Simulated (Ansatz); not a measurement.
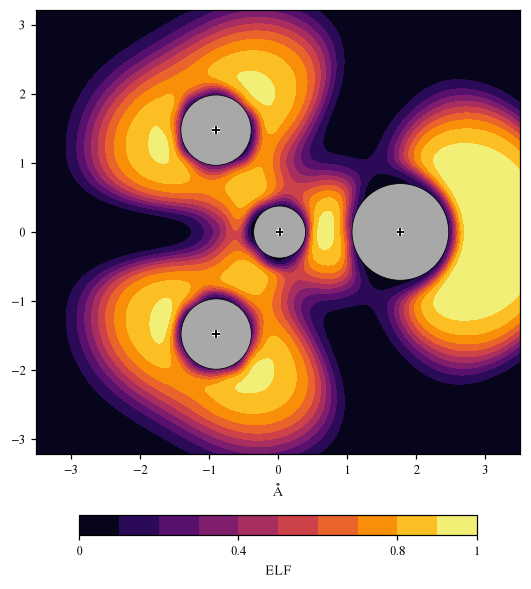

The electron localisation function on a plane through atoms (crosses mark nuclei in the plane; grey discs cover the cores).

Method: isolated molecule in a Gaussian basis; Kohn-Sham density functional theory, functional PBE0 in Ansatz 0.2.0.

Candidates:
A. C₂H₇AgSi (SMILES C[SiH](C)[Ag])
B. CFS₂ (SMILES FC(=S)[S-]) (charge −1)
C. CCl₂Si (SMILES [Si]=C(Cl)Cl)

Question: Which system is this?

Answer: Candidate C: CCl₂Si on the molecular plane, which holds C, Cl and Si. C–Cl (1.74 Å): the ELF peaks at about 0.85 between the atoms: a shared electron pair. C–Si (1.75 Å): the ELF peaks at about 0.95 between the atoms; localised, covalent bonding.
